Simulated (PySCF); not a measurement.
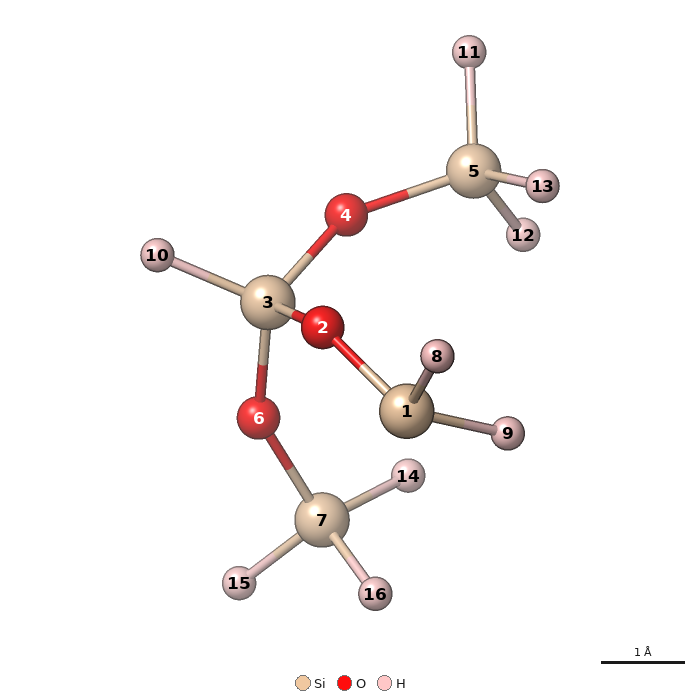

Orthographic view. Depth is shown by fading: the farther an atom, the more it takes the colour of the background. The species is neutral and a spin doublet. The computed structure is the end point of a PBE0-D3(BJ)/def2-SVP optimisation. No frequency run is at hand to confirm it as a minimum.

List the bonded neighbours of every atom.

Si1: O2, H8, H9
O2: Si1, Si3
Si3: O2, O4, O6, H10
O4: Si3, Si5
Si5: O4, H11, H12, H13
O6: Si3, Si7
Si7: O6, H14, H15, H16
(terminal hydrogens appear only as neighbours)
